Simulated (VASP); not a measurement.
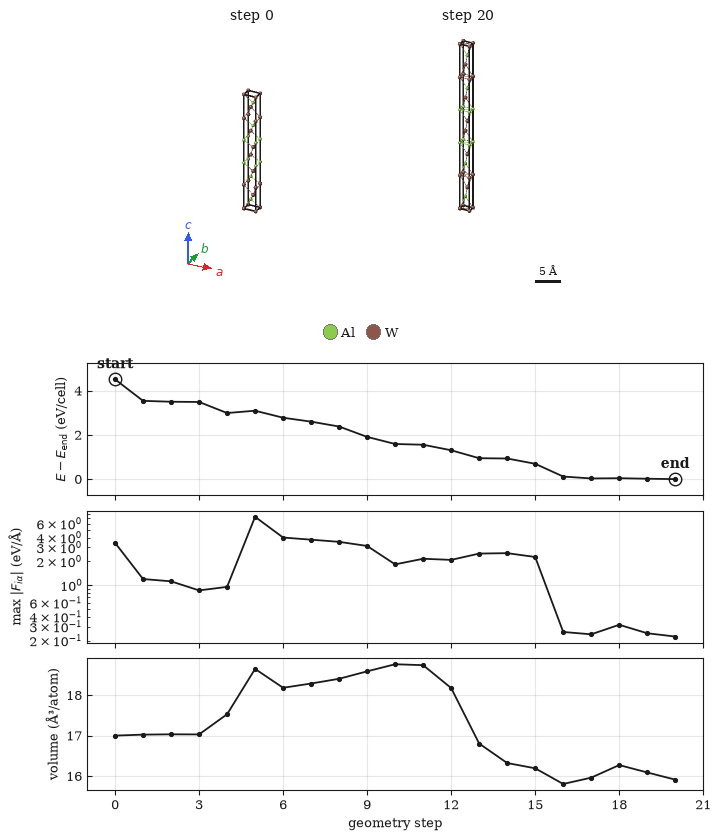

First and last geometry of a relaxation of crystalline Al$_{2}$W$_{3}$ (a generated structure, set up in R-3m), with the history of the run. The picture is a ball-and-stick view of the conventional cell (3 times the calculation's cell), seen slightly off an axis. Lengths and directions refer to the drawn axes.

The run lets cell and atoms move.

Method: VASP, Kohn-Sham DFT of a periodic cell, PBE, VASP PAW PBE potentials, recommended.

The input:
```
PREC = Normal
ENCUT = 520
EDIFF = 1E-4
ISMEAR = 0
SIGMA = 0.15
LREAL = F
LASPH = T
NELM = 60
ALGO = Fast
ISIF = 3
LWAVE = F
LCHARG = F
GGA = PE
IBRION = 2
NSW = 24
EDIFFG = -0.08
```

Run as
```bash
cat potpaw_PBE.64/Al/POTCAR potpaw_PBE.64/W_sv/POTCAR > POTCAR
mpirun -np 1 vasp_std > vasp.out
```

> Read the history and describe the run.

The run was cut off at its time limit before the relaxation converged, so the last structure is only a point on the way. Over 20 geometry steps the energy falls by 4.516 eV per cell of the calculation. Largest force component: 3.4 eV/Å at the start, 0.22 eV/Å at the end. The pressure goes from 0.10 to −0.40 GPa. The largest moves relative to the cell, 0.28 Å, are those of W atoms. Al stays in place. Cell: a = b 3.486 → 2.809 Å (−19.4 %), c 24.237 → 34.941 Å (+44.2 %). Volume −6.4 %. Some distances before and after: Al–Al 3.486 → 2.809 Å, W–W 3.486 → 2.809 Å, Al–W 2.443 → 2.796 Å, Al–W 2.581 → 2.836 Å. Among the angles between lasting bonds that change: W–Al–W 91.0° → 60.3°, Al–W–Al 91.0° → 60.3°, W–Al–W 91.9° → 120.2°. The space group stays R-3m (No. 166).

```tsv
step	E − E(0), meV/atom	largest force component, eV/Å	pressure, GPa	volume, Å³/atom
0	0.00	3.4346	0.10	17.001
1	-194.79	1.1973	0.47	17.026
2	-202.69	1.1197	2.91	17.034
3	-204.81	0.8598	1.91	17.031
4	-304.90	0.9526	-1.47	17.529
5	-284.02	7.3244	0.74	18.650
6	-347.35	4.0049	-2.18	18.184
7	-383.05	3.7631	-3.26	18.289
8	-427.20	3.5338	-4.49	18.407
9	-520.87	3.1345	-7.17	18.591
10	-585.08	1.8342	-9.81	18.766
11	-592.05	2.1599	-9.83	18.743
12	-641.91	2.0900	-7.06	18.177
13	-713.93	2.5116	1.89	16.804
14	-716.47	2.5423	6.24	16.323
15	-764.37	2.2740	3.67	16.193
16	-879.81	0.2564	1.71	15.805
17	-897.12	0.2395	-0.41	15.962
18	-894.93	0.3161	-4.21	16.273
19	-899.60	0.2470	-2.19	16.090
20	-903.25	0.2244	-0.40	15.912
```
